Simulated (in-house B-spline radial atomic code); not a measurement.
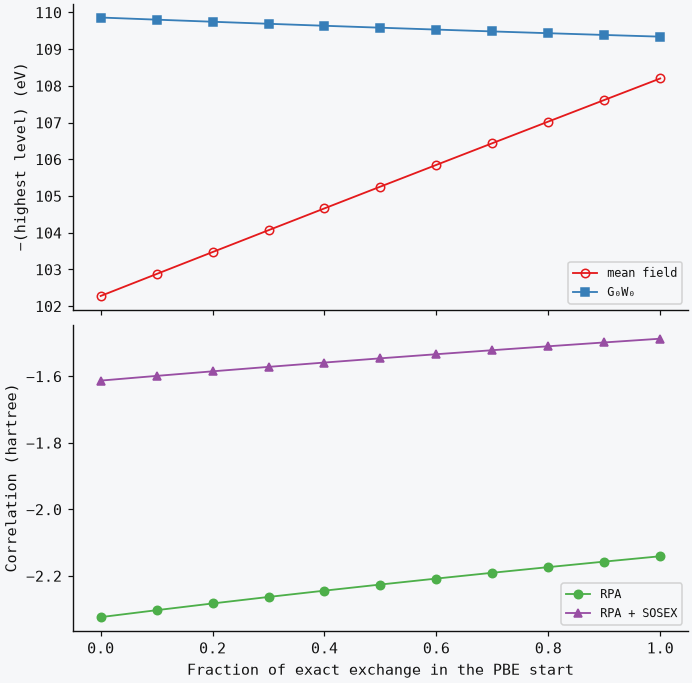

G₀W₀ and RPA for Kr⁶⁺ ([Ar] 3d¹⁰ 4s²) as exact exchange is mixed into the PBE start. All-electron spherical atom, scalar X2C, no spin-orbit coupling, Breit or QED terms; computed with a B-spline radial code.

Q: Where does the G₀W₀ correction vanish, and how does the correlation energy move?

A: The mean-field binding energy of 4s runs from 102.28 eV at fraction 0 to 108.20 eV at 1, the G₀W₀ value only from 109.86 to 109.34 eV. The two curves don't cross in this range. The RPA correlation energy goes from −2.324 to −2.141 hartree, and with SOSEX from −1.613 to −1.487.
